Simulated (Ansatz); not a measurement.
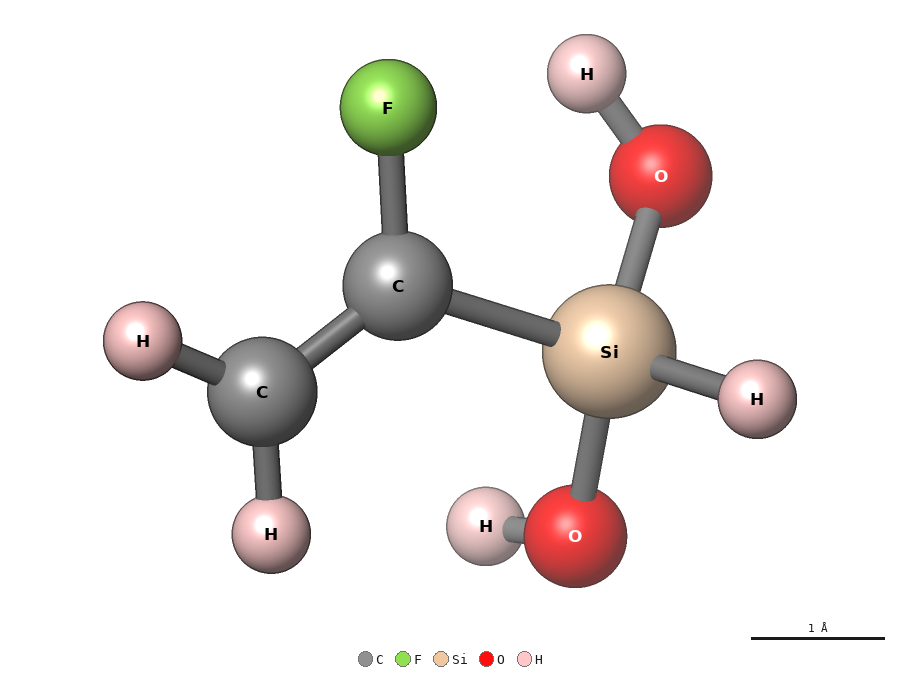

Atoms fade into the background with distance from the viewer. Computed geometry: PBE-D4/def2-SVP optimisation. No frequency run is at hand to confirm it as a minimum. Masses are those of the most abundant isotopes; constants are for the rigid equilibrium geometry.

**What kind of rotor is it, and what are its rotational constants in GHz?**

An asymmetric top (C1): A = 3.95, B = 2.34, C = 1.59 GHz. Ray's parameter κ is −0.36, nearer the prolate limit.
